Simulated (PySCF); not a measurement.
## Electronic structure of CaClFH (charge +1) in real space

Input file:

```
{"job": {"kind": "inter", "xc": "wB97M-D3(BJ)", "basis": "def2-TZVPD", "pairs": true}, "charge": 1, "multiplicity": 1, "parts": [{"atoms": "0-0", "charge": 2, "multiplicity": 1}, {"atoms": "1-1", "charge": -1, "multiplicity": 1}, {"atoms": "2-3", "charge": 0, "multiplicity": 1}]}
Ca     0.018252    -0.339754     0.105373
F      1.053217    -0.444608     1.711714
Cl     2.521027     0.215298    -0.964341
H      2.877242     0.086608     0.286048
```

Command:

```sh
OMP_NUM_THREADS=1 python cluster_run.py task.json out
```

Geometry: PBE0-D3(BJ)/def2-SVPD.

Theory: wB97M-D3(BJ)/def2-TZVPD, SCF density, gas phase in PySCF.

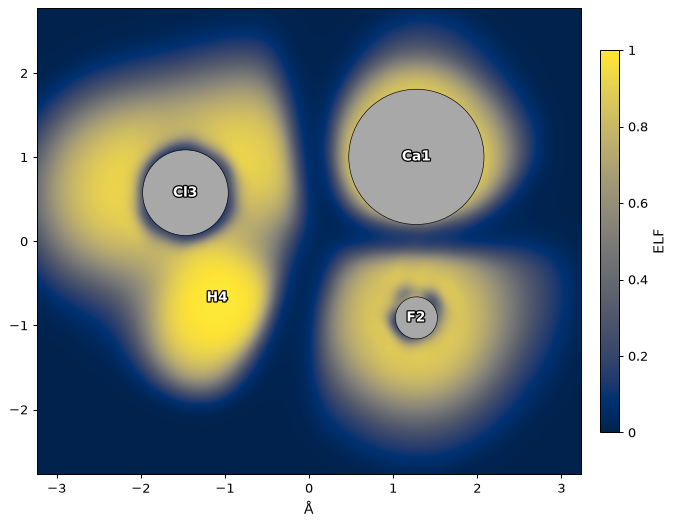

Figure 1. Electron localisation function on the molecular plane. Grey discs cover the atomic cores.

What does the map show?

The plane passes through Ca, F, Cl and H nuclei. Ca–F (1.91 Å): the ELF is about 0.15 at the midpoint (an ionic contact with no shared pair). Ca–Cl (2.78 Å): the ELF peaks at about 0.90 in the valence shell of Cl, 0.9 Å from its nucleus, and is about 0.20 at the midpoint: a largely ionic contact. Cl–H (1.31 Å): the ELF climbs to about 1 towards the hydrogen, as it does in any bond to H: an ordinary covalent bond to hydrogen.

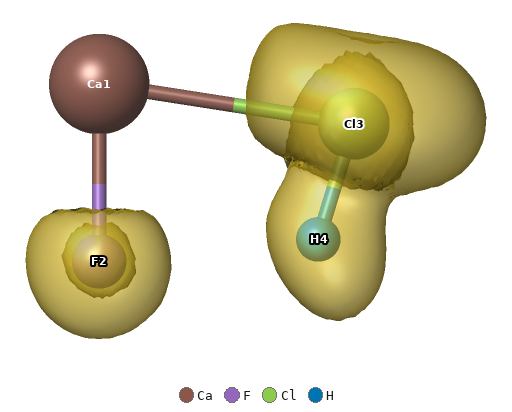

Figure 2. Isosurface of the ELF at 0.75 (yellow), seen across its widest extent. Only the valence region is drawn (cores and ρ < 0.01 e/Å³ removed).

Identify the bonds, lone pairs and shells in this picture.

The ELF exceeds this value in one region wrapped around F (its valence shell) and one joined region spread over several atoms (Cl, H), in which their bonds and any lone pairs are merged.
